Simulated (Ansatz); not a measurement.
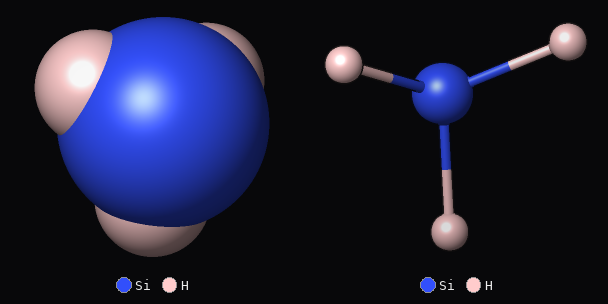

The same structure drawn twice, from different directions.

State: neutral, doublet. The geometry was computed by an optimisation with PBE0-D4/def2-TZVP.

> Which formula does it have?

SiH₃, 4 atoms: 1 silicon and 3 hydrogen.

> How many sets of symmetry-equivalent atoms are there?

2: 1 Si, 3 H.

> Give the symmetry (Schoenflies symbol).

C3v.

> Count the bonded pairs by element.

3 Si–H. Sticks follow a distance rule.

The parts below concern this one geometry. Atoms keep their numbers from picture to picture.

### Geometry

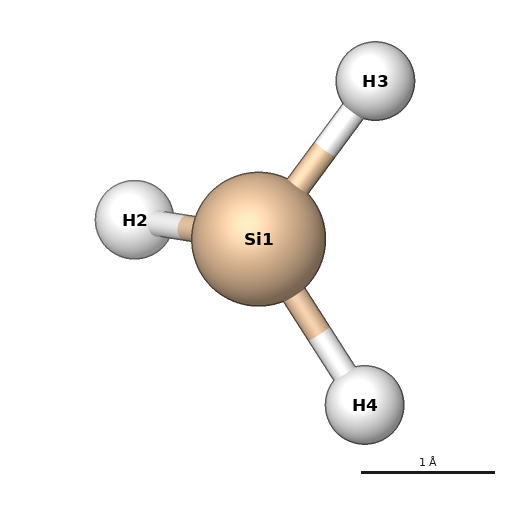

The atoms are numbered.

Give the bond lengths.

```tsv
bond	length (Å)
Si1–H2	1.486
Si1–H3	1.486
Si1–H4	1.486
```

### Thermal motion

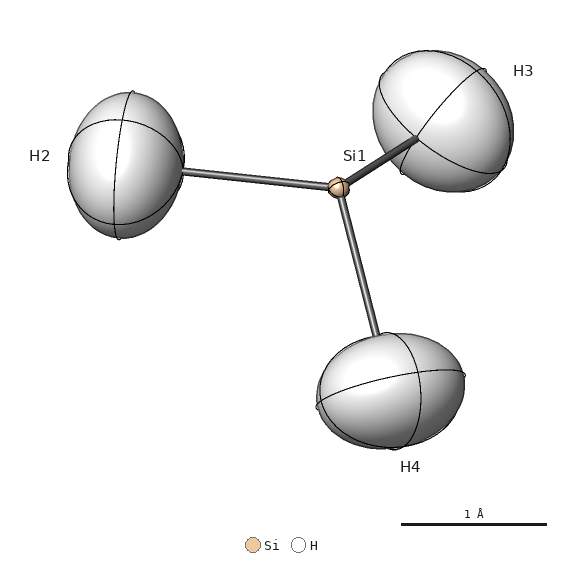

Displacement ellipsoids at the 50 % level, enlarged 3 times, from the internal vibrations of the free molecule (harmonic, no overall translation or rotation; no half-axis is drawn under 0.075 Å). Vibrations computed with UKS PBE0-D4/def2-TZVP (Ansatz 0.2.0). Temperature: 600 K.

> Which atom has the largest mean-square displacement?

H2, H3, H4, with U_eq = 0.0104 Å².

> Does H4 move more along its bond or across it?

Across it: the root-mean-square amplitude is 0.086 Å along the bond and up to 0.115 Å across, since bending and torsion are softer than stretching.

Give the displacement parameters, one line for each set of equivalent atoms.

| atom | U_eq (Å²) | rms amplitudes (Å) |
| --- | --- | --- |
| Si1 | 0.00006 | 0.006, 0.006, 0.010 |
| H2, H3, H4 | 0.0104 | 0.086, 0.104, 0.115 |

### Charges

The questions are on Mulliken charges. Properties computed with UKS PBE0-D4/def2-TZVP (Ansatz 0.2.0).

Give the Mulliken charges atom by atom.

```json
{"atom": "Si1", "value (e)": "−0.01"}
{"atom": "H2", "value (e)": "0.00"}
{"atom": "H3", "value (e)": "0.00"}
{"atom": "H4", "value (e)": "0.00"}
```

### Electronic properties

Method: UKS PBE0-D4/def2-TZVP (Ansatz 0.2.0).

> Give the dipole moment at this level.

0.03 D.

> Give the ⟨S²⟩ of the determinant at this level.

0.753.

Mulliken values depend strongly on the basis set and can even reverse the polarity of a bond.
